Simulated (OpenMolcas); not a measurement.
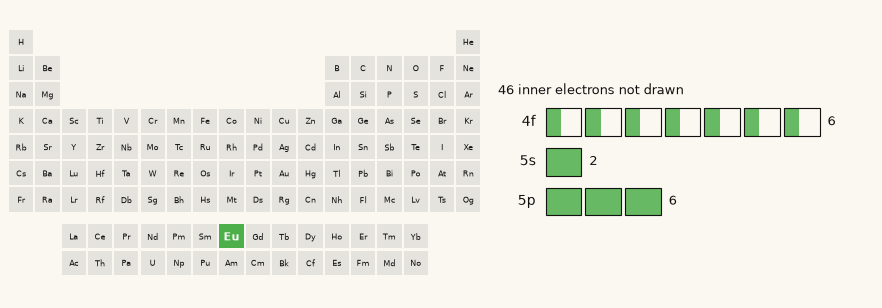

Left, the place of europium in the periodic table; right, the outer shells of the leading configuration of the lowest level: a box for each of the 2l + 1 orbitals, shaded by the share of the shell that is filled, with the electron count at the right.

**Run report: Eu³⁺ complex, multiconfigurational calculation (part 1 of 2)**

- system: Eu³⁺ with 6 ligands (Br; octahedron, 2.701 Å), embedded in Cs2NaYBr6 by model potentials and point charges, whose field is part of the energies.
- method: state-averaged CASSCF, active space 6 electrons in the shell 4f, basis ANO-RCC-VDZP on the metal and ANO-RCC-VDZP on the ligands, DKH2 scalar Hamiltonian, spin-orbit coupling by RASSI with atomic mean-field integrals (OpenMolcas)

**Log (extracts)**
```
--- SEWARD ---
Basis set label: EU.ANO-RCC...7S6P4D2F1G.

      Electronic valence basis set:
      ------------------
      Associated Effective Charge  63.000000 au
      Associated Actual Charge     63.000000 au
      Nuclear Model: Point charge

      Shell  nPrim  nBasis  Cartesian Spherical Contaminant
         s      25       7        X
         p      22       6        X
         d      15       4                 X
         f      11       2                 X
         g       4       1                 X
                  Relativistic Douglas-Kroll-Hess integrals:
                    - DKH order of Hamiltonian: 2
                    - DKH order of Properties : 0
                  Atomic mean-field integrals
--- RASSCF ---
Wave function specifications:
      -----------------------------

      Number of closed shell electrons         270
      Number of electrons in active shells       6
      Max number of holes in RAS1 space          0
      Max nr of electrons in RAS3 space          0
      Number of inactive orbitals              135
      Number of active orbitals                  7
      Number of secondary orbitals             112
      Spin quantum number                      3.0
      State symmetry                             1
Orbital specifications:
      -----------------------

      Symmetry species                           1   2
                                                ag  au
      Frozen orbitals                            0   0
      Inactive orbitals                         69  66
      Active orbitals                            0   7
      RAS1 orbitals                              0   0
      RAS2 orbitals                              0   7
      RAS3 orbitals                              0   0
      Secondary orbitals                        60  52
      Deleted orbitals                           0   0
      Number of basis functions                129 125
      Number of CSFs                             7
      Number of root(s) required                 7
      Iter CI   SX   CI       RASSCF       Energy    max ROT     max BLB   max BLB  Level Ln srch  Step   QN
          iter iter root      energy       change     param      element    value   shift minimum  type update
 Nr of preliminary CI iterations:   1
      Total energies have been shifted. Add               -26000.00 au
        1   1   16    0  -461.44545242    0.00E+00  -6.07E-02   12  83 2  2.46E-01*  1.22   0.00    SX    NO
        2   1   16    0  -461.86114523   -4.16E-01*  5.72E-02   64  72 1  1.69E-01*  0.77   0.00    SX    NO
        3   1   15    0  -461.97701650   -1.16E-01* -3.31E-02   64  72 1  9.61E-02*  0.74   0.00    SX    NO
        4   1   15    0  -462.00411301   -2.71E-02*  1.79E-02   64  72 1  5.00E-02*  0.67   0.00    SX    NO
        5   1   14    0  -462.01218894   -8.08E-03* -1.60E-02   64  72 1  2.81E-02*  0.67   1.97    LS   YES
        6   1   14    0  -462.01476778   -2.58E-03*  7.32E-03   11  86 1  1.75E-02*  0.67   1.08    QN   YES
        7   1   13    0  -462.01579664   -1.03E-03* -1.22E-03    9  86 2 -5.54E-03*  0.65   0.89    QN   YES
        8   1   12    0  -462.01597253   -1.76E-04* -5.28E-04    8  85 2 -1.18E-03*  0.65   1.35    QN   YES
        9   1   10    0  -462.01599591   -2.34E-05*  2.16E-04   28  73 1 -3.80E-04*  0.66   1.14    QN   YES
       10   1    9    0  -462.01599770   -1.79E-06*  1.15E-04   46  71 1 -1.97E-04*  0.65   1.54    LS   YES
       11   1   10    0  -462.01599793   -2.32E-07* -6.55E-05   64 115 1 -1.28E-04*  0.65   0.96    QN   YES
       12   1    8    0  -462.01599821   -2.79E-07* -4.36E-05   64  72 1 -8.56E-05   0.65   1.67    LS   YES
       13   1    8    0  -462.01599826   -5.45E-08* -2.87E-05   64  72 1 -6.21E-05   0.65   1.01    QN   YES
       14   1    7    0  -462.01599830   -3.44E-08* -2.97E-05   64  72 1 -3.08E-05   0.65   1.72    QN   YES
       15   1    6    0  -462.01599831   -1.25E-08* -2.79E-06   22  84 1  6.51E-06   0.65   1.06    QN   YES
       16   1    5    0  -462.01599831    2.00E-10   1.89E-06   22  84 1  3.89E-06   0.65   0.18    QN   YES
      Convergence after 16 iterations
       17   1    5    0  -462.01599831   -3.93E-10   1.89E-06   22  84 1  1.64E-06   0.65   0.18    QN   YES
      Natural orbitals and occupation numbers for root  1
      sym 2:  -0.000000   1.000000   1.000000   1.000000   1.000000   1.000000   1.000000
      Natural orbitals and occupation numbers for root  2
      sym 2:   1.000000   1.000000   1.000000   0.000000   1.000000   1.000000   1.000000
      Natural orbitals and occupation numbers for root  3
      sym 2:   1.000000   1.000000   1.000000   1.000000   0.000000   1.000000   1.000000
::    RASSCF root number  1 Total energy: -26462.01688974
::    RASSCF root number  2 Total energy: -26462.01688974
::    RASSCF root number  3 Total energy: -26462.01688974
::    RASSCF root number  4 Total energy: -26462.01558571
::    RASSCF root number  5 Total energy: -26462.01524442
::    RASSCF root number  6 Total energy: -26462.01524442
::    RASSCF root number  7 Total energy: -26462.01524442
--- RASSCF ---
Wave function specifications:
      -----------------------------

      Number of closed shell electrons         270
      Number of electrons in active shells       6
      Max number of holes in RAS1 space          0
      Max nr of electrons in RAS3 space          0
      Number of inactive orbitals              135
      Number of active orbitals                  7
      Number of secondary orbitals             112
      Spin quantum number                      2.0
      State symmetry                             1
Orbital specifications:
      -----------------------

      Symmetry species                           1   2
                                                ag  au
      Frozen orbitals                            0   0
      Inactive orbitals                         69  66
      Active orbitals                            0   7
      RAS1 orbitals                              0   0
      RAS2 orbitals                              0   7
      RAS3 orbitals                              0   0
      Secondary orbitals                        60  52
      Deleted orbitals                           0   0
      Number of basis functions                129 125
      Number of CSFs                           140
      Number of root(s) required               140
      Iter CI   SX   CI       RASSCF       Energy    max ROT     max BLB   max BLB  Level Ln srch  Step   QN
          iter iter root      energy       change     param      element    value   shift minimum  type update
 Nr of preliminary CI iterations:   1
        1   1    0    0-26461.79457987    0.00E+00   0.00E+00   67  74 2 -1.78E-02*  0.00   0.00    SX    NO
      Natural orbitals and occupation numbers for root  1
      sym 2:   0.921298   0.869655   0.766243   0.767676   0.912039   0.922989   0.840100
      Natural orbitals and occupation numbers for root  2
      sym 2:   0.766230   0.869639   0.922993   0.912100   0.921242   0.840109   0.767686
      Natural orbitals and occupation numbers for root  3
      sym 2:   0.921558   0.868703   0.840561   0.766998   0.766917   0.921499   0.913765
::    RASSCF root number  1 Total energy: -26461.90655121
::    RASSCF root number  2 Total energy: -26461.90655121
::    RASSCF root number  3 Total energy: -26461.90655121
::    RASSCF root number  4 Total energy: -26461.90614770
::    RASSCF root number  5 Total energy: -26461.90614770
::    RASSCF root number  6 Total energy: -26461.89139220
::    RASSCF root number  7 Total energy: -26461.89139220
::    RASSCF root number  8 Total energy: -26461.89139220
::    RASSCF root number  9 Total energy: -26461.89132758
::    RASSCF root number 10 Total energy: -26461.89132758
::    RASSCF root number 11 Total energy: -26461.89115170
::    RASSCF root number 12 Total energy: -26461.89115170
::    RASSCF root number 13 Total energy: -26461.89115170
::    RASSCF root number 14 Total energy: -26461.89039712
::    RASSCF root number 15 Total energy: -26461.89039712
::    RASSCF root number 16 Total energy: -26461.89039712
::    RASSCF root number 17 Total energy: -26461.88984709
::    RASSCF root number 18 Total energy: -26461.88984709
::    RASSCF root number 19 Total energy: -26461.88975898
::    RASSCF root number 20 Total energy: -26461.88975898
::    RASSCF root number 21 Total energy: -26461.88975898
::    RASSCF root number 22 Total energy: -26461.88963849
::    RASSCF root number 23 Total energy: -26461.88505421
::    RASSCF root number 24 Total energy: -26461.88505421
::    RASSCF root number 25 Total energy: -26461.88505421
::    RASSCF root number 26 Total energy: -26461.88504287
::    RASSCF root number 27 Total energy: -26461.88502948
::    RASSCF root number 28 Total energy: -26461.88502948
::    RASSCF root number 29 Total energy: -26461.88422313
::    RASSCF root number 30 Total energy: -26461.88422313
--- RASSCF ---
Wave function specifications:
      -----------------------------

      Number of closed shell electrons         270
      Number of electrons in active shells       6
      Max number of holes in RAS1 space          0
      Max nr of electrons in RAS3 space          0
      Number of inactive orbitals              135
      Number of active orbitals                  7
      Number of secondary orbitals             112
      Spin quantum number                      1.0
      State symmetry                             1
Orbital specifications:
      -----------------------

      Symmetry species                           1   2
                                                ag  au
      Frozen orbitals                            0   0
      Inactive orbitals                         69  66
      Active orbitals                            0   7
      RAS1 orbitals                              0   0
      RAS2 orbitals                              0   7
      RAS3 orbitals                              0   0
      Secondary orbitals                        60  52
      Deleted orbitals                           0   0
      Number of basis functions                129 125
      Number of CSFs                           588
      Number of root(s) required               162
      Iter CI   SX   CI       RASSCF       Energy    max ROT     max BLB   max BLB  Level Ln srch  Step   QN
          iter iter root      energy       change     param      element    value   shift minimum  type update
 Nr of preliminary CI iterations:   1
        1   1    0    0-26461.78711925    0.00E+00   0.00E+00   67  74 2 -1.87E-02*  0.00   0.00    SX    NO
      Natural orbitals and occupation numbers for root  1
      sym 2:   0.822592   0.799826   0.910511   0.821399   0.823342   0.911787   0.910542
      Natural orbitals and occupation numbers for root  2
      sym 2:   0.821400   0.799802   0.911788   0.822579   0.823379   0.910510   0.910542
      Natural orbitals and occupation numbers for root  3
      sym 2:   0.822474   0.800623   0.910555   0.822526   0.821516   0.910557   0.911749
::    RASSCF root number  1 Total energy: -26461.81382323
::    RASSCF root number  2 Total energy: -26461.81382323
::    RASSCF root number  3 Total energy: -26461.81382323
::    RASSCF root number  4 Total energy: -26461.80889758
::    RASSCF root number  5 Total energy: -26461.80883900
::    RASSCF root number  6 Total energy: -26461.80883900
::    RASSCF root number  7 Total energy: -26461.80883900
::    RASSCF root number  8 Total energy: -26461.80883252
::    RASSCF root number  9 Total energy: -26461.80883252
::    RASSCF root number 10 Total energy: -26461.80883252
::    RASSCF root number 11 Total energy: -26461.80870149
::    RASSCF root number 12 Total energy: -26461.80870149
::    RASSCF root number 13 Total energy: -26461.80863484
::    RASSCF root number 14 Total energy: -26461.80863484
::    RASSCF root number 15 Total energy: -26461.80863484
::    RASSCF root number 16 Total energy: -26461.80839597
::    RASSCF root number 17 Total energy: -26461.80839597
::    RASSCF root number 18 Total energy: -26461.80839597
::    RASSCF root number 19 Total energy: -26461.80794284
::    RASSCF root number 20 Total energy: -26461.80794284
::    RASSCF root number 21 Total energy: -26461.80794284
::    RASSCF root number 22 Total energy: -26461.80786737
::    RASSCF root number 23 Total energy: -26461.80786737
::    RASSCF root number 24 Total energy: -26461.80781641
::    RASSCF root number 25 Total energy: -26461.80781641
::    RASSCF root number 26 Total energy: -26461.80781641
::    RASSCF root number 27 Total energy: -26461.80443444
::    RASSCF root number 28 Total energy: -26461.80443444
::    RASSCF root number 29 Total energy: -26461.80443444
::    RASSCF root number 30 Total energy: -26461.80434301
```

(Continued in part 2.) Outcome of the run: converged.
